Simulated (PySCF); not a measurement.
Pb(Cl)2, SMILES [Cl][Pb][Cl] (Cl2Pb) at its CAM-B3LYP/def2-SVP optimised geometry (Å):

```
3

Pb    -1.0252    -1.2208     0.0000
Cl    -1.4539     1.2208     0.0000
Cl     1.4539    -1.2208     0.0000
```

Calculation: CAM-B3LYP/def2-TZVP, def2 effective core potentials past Kr run with PySCF. The core electrons that the potentials of Pb replace are not part of the density. Cells within 0.4 Å of a nucleus heavier than hydrogen are left out (blank, or x).

Map of the HOMO amplitude (bohr^(-3/2)) on the plane z = 0.0 Å; orbital energy -9.44 eV, overall sign arbitrary:

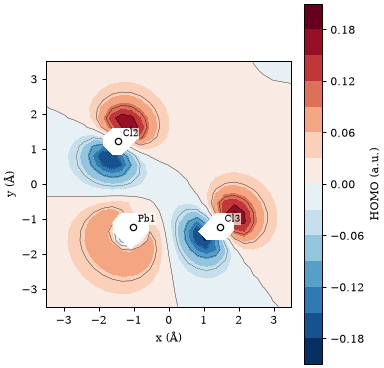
Figure: HOMO amplitude (bohr^(-3/2)) on the plane z = 0.0 Å.
